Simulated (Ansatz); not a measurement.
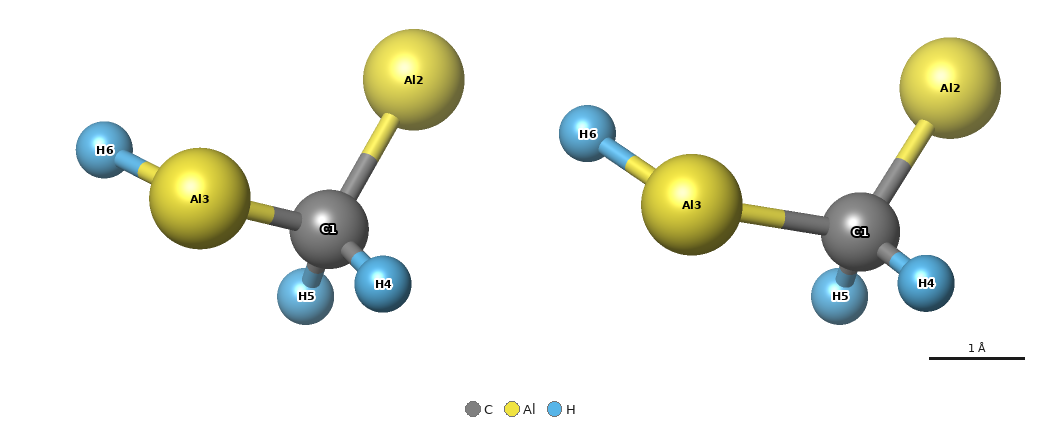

Two geometries of CH3Al2 (multiplicity 2), drawn at one scale. One is the start of a relaxation, the other its converged end. The picture is a ball-and-stick view, seen at a tilt.

All numbers below come from UKS PBE-D4/def2-SVP in Ansatz. Settings: force threshold 0.03 eV/Å; at most 250 steps.

**Which one is relaxed?**

The right one is the relaxed one. It is one of the separated reactants of a reaction. The atom that moves furthest after the best rigid fit is H6 (0.43 Å). By element the largest moves are H 0.43 Å, Al 0.31 Å, C 0.12 Å. Some distances before and after: C1–Al3 1.630 → 1.967 Å, C1–H5 1.195 → 1.124 Å, Al3–H6 1.561 → 1.630 Å, C1–H4 1.103 → 1.114 Å. Bond angles that change, for instance: Al3–C1–H4 100.5° → 112.4°, C1–Al3–H6 104.4° → 116.1°, Al2–C1–H4 118.3° → 110.6°. The energy falls by 162.4 kJ/mol in 5 accepted moves (6 points after the start). The largest force component goes from 9.3 to 0.021 eV/Å. The line search rejected the trial step at point 3 of the run.
